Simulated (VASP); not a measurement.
Band structure of MnF2 (rutile). Calculation: PBE GGA, VASP's PBE PAW potentials (set 64) (plane waves; VASP).

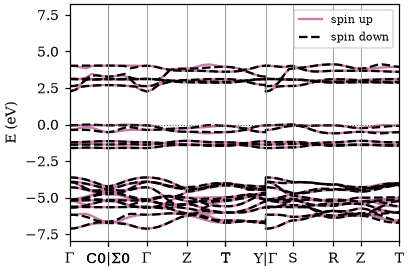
*Bands along high-symmetry lines, zero at the valence-band maximum or, without a gap, the Fermi level*

Q: Read the plot: is there a gap, and where are the band edges?

A: The gap is indirect, 2.26 eV, from the valence maximum at S to the conduction minimum at Γ. (Edges off the drawn lines would not show.)

The compound is MnF2 in the rutile structure. It was relaxed first.
